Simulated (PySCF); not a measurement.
**C3H10FSi2 (SMILES C[SiH2]C[C@H](F)[SiH2]) (doublet): density, localisation and related maps**

```yaml
atoms:
  - { symbol: C, position_ang: [2.3677, 0.2553, 0.5688] }
  - { symbol: Si, position_ang: [1.3013, -0.8540, -0.5433] }
  - { symbol: C, position_ang: [-0.4293, -0.0609, -0.7360] }
  - { symbol: C, position_ang: [-1.1842, 0.0611, 0.5817] }
  - { symbol: F, position_ang: [-1.2291, -1.1939, 1.1912] }
  - { symbol: Si, position_ang: [-2.9801, 0.6874, 0.3401] }
  - { symbol: H, position_ang: [3.3748, -0.1416, 0.6501] }
  - { symbol: H, position_ang: [1.9633, 0.3229, 1.5749] }
  - { symbol: H, position_ang: [2.4442, 1.2650, 0.1736] }
  - { symbol: H, position_ang: [1.8942, -0.9333, -1.8860] }
  - { symbol: H, position_ang: [1.1689, -2.1941, 0.0286] }
  - { symbol: H, position_ang: [-1.0218, -0.6588, -1.4300] }
  - { symbol: H, position_ang: [-0.3490, 0.9377, -1.1669] }
  - { symbol: H, position_ang: [-0.6164, 0.6916, 1.2768] }
  - { symbol: H, position_ang: [-3.7468, -0.2374, -0.4839] }
  - { symbol: H, position_ang: [-2.9652, 2.0619, -0.1509] }
```

Geometry: GFN2-xTB.

Level of theory: PySCF, UKS B3LYP, pcH-1 on C F H Si, non-relativistic, mean-field spin-orbit, GIAO.

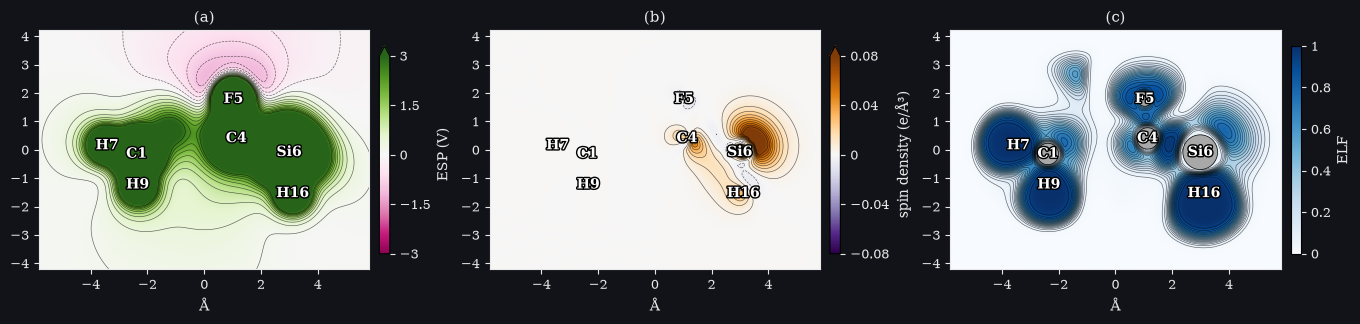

Figure 1. (a) molecular electrostatic potential; (b) spin density (α minus β); (c) ELF on the plane of atoms C4, Si6 and H16. Grey discs cover the atomic cores in the ELF map.

### Interpret the plot.

The plane passes through C, F, Si and H nuclei.
C–F (1.40 Å): the ELF peaks at about 0.85 between the atoms, as expected for a polar covalent bond.
C–Si (1.92 Å): the ELF peaks at about 1 between the atoms: localised, covalent bonding.
C–H (1.09 Å): the ELF climbs to about 1 towards the hydrogen, as it does in any bond to H (a covalent bond by its length).
Si–H (1.46 Å): the ELF climbs to about 1 towards the hydrogen.
The ELF also peaks beside F5, away from the bonds: non-bonding electrons, paired or unpaired.
The unpaired spin (1 electron) lies mostly on Si6 (about 0.8), in electrons by Hirshfeld's partition.
Outside the dense part of the molecule the potential is most negative (−1.2 V) near F5.

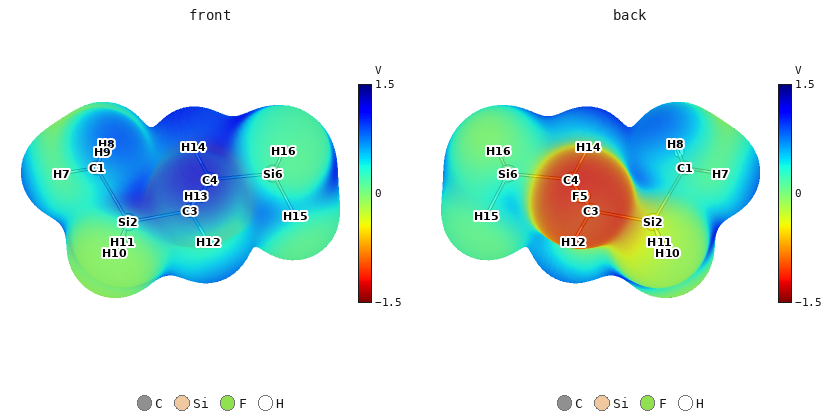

Figure 2. The electrostatic potential painted on the density surface at 0.002 e/bohr³, seen from the front and from behind; red is negative and blue positive.

### Describe the electrostatic potential map.

The most negative region (about −1.1 V) lies over F5, the most positive (about +1.1 V) over Si2, C4 and Si6.
